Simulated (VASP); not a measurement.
Band structure of Nb (space group Im-3m). Level of theory: PBE GGA, VASP's PBE PAW potentials (set 64) (plane waves; VASP).

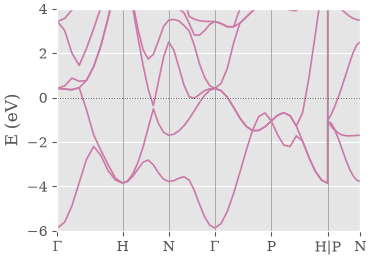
Figure: Bands along high-symmetry lines, zero at the valence-band maximum or, without a gap, the Fermi level

Read the plot: is there a gap, and where are the band edges?

It has no gap at this level: it comes out as a metal or semimetal.

The structure is a typed Nb crystal (Im-3m). The cell was not relaxed at this level.
